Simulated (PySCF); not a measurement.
H$_{2}$ (charge −1, doublet)

```yaml
atoms:
  - { symbol: H, position_ang: [0.0000, 0.0000, -0.3885] }
  - { symbol: H, position_ang: [0.0000, 0.0000, 0.3885] }
```

The calculation used PySCF, PBE0/aug-cc-pVDZ(-PP), non-relativistic Hamiltonian with scalar-relativistic core potentials where named, at a bond length of 0.777 Å.

Question: What can the converged electron density, electron localisation function and spin density tell about the bonding?

Answer: H–H (0.78 Å): ρ is about 1.6 e/Å³ halfway; the ELF peaks at about 1 between the atoms.
The unpaired spin (1 electron) lies mostly on H1 (about 0.5) and H2 (about 0.5), in electrons by Hirshfeld's partition.

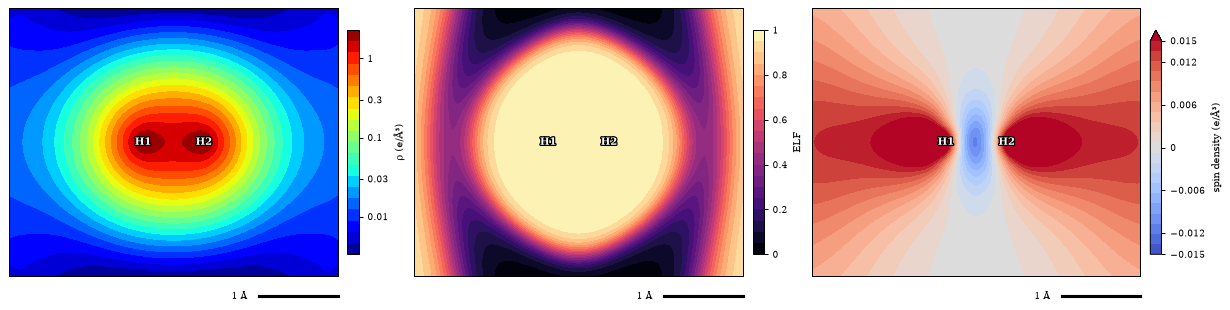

Computed electron density, electron localisation function and spin density on a plane that holds the molecular axis, in this order. Grey discs cover the atomic cores in the ELF map. 
